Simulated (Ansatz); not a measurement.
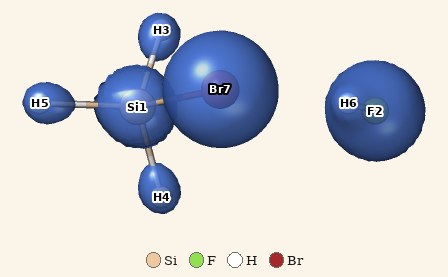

*BrH$_{3}$Si···HF. Isosurface of the electron density at 1 e/Å³ (blue), seen from one side.*

The product side of a reaction path; geometry: PBE0-D4/def2-TZVP.

Computed with RKS PBE0-D4/def2-TZVPP (Ansatz).

```xyz
7

Si   -0.9843    0.0367   -0.1908
F     2.2367   -0.7798    0.8606
H    -0.6424   -1.2742   -0.7803
H    -0.9954   -0.0087    1.2858
H    -2.2646    0.5509   -0.7245
H     2.0482   -0.0189    0.3619
Br    0.6019    1.4939   -0.8126
```

### Which contacts does the surface bridge?

At this value the surface falls into six separate pieces. It bridges the sampled F–H (0.93 Å) contacts, where the density stays above the isovalue. It is pinched off along the sampled Br···H (2.40 Å), Si–Br (2.24 Å) and Si–H (1.48 Å) contacts. On the grid the lowest density along these lines, outside the cores, is 0.13 e/Å³ (Br···H, 2.40 Å), 0.57 e/Å³ (Si–Br, 2.24 Å), 2.4 e/Å³ (F–H, 0.93 Å) and 0.84 e/Å³ (Si–H, 1.48 Å).
